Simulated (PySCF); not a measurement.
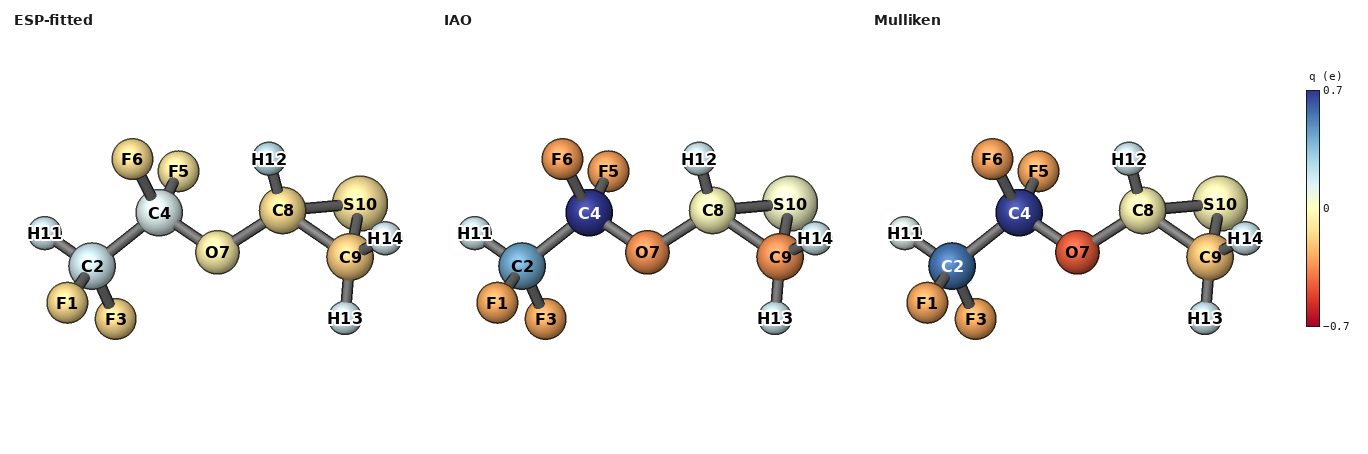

Atomic charges of one calculation by 3 schemes, on one colour scale. The computed structure is the end point of a GFN2-xTB optimisation. No frequency run is at hand to confirm it as a minimum. Method: PBE0/pcSseg-1 (PySCF 2.14.0).

On which atom do the schemes disagree most?

On C4 (from 0.13 to 0.69 e).

List the charges (e), one line for each set of equivalent atoms.

```csv
atom,ESP-fitted,IAO,Mulliken
F1,−0.14,−0.28,−0.28
C2,0.17,0.43,0.55
F3,−0.15,−0.28,−0.28
C4,0.13,0.69,0.68
F5,−0.09,−0.30,−0.29
F6,−0.13,−0.31,−0.30
O7,−0.06,−0.33,−0.45
C8,−0.14,0.00,−0.03
C9,−0.18,−0.33,−0.20
S10,−0.10,0.03,−0.02
H11,0.17,0.16,0.12
H12,0.21,0.17,0.17
H13,0.16,0.18,0.18
H14,0.15,0.17,0.17
```
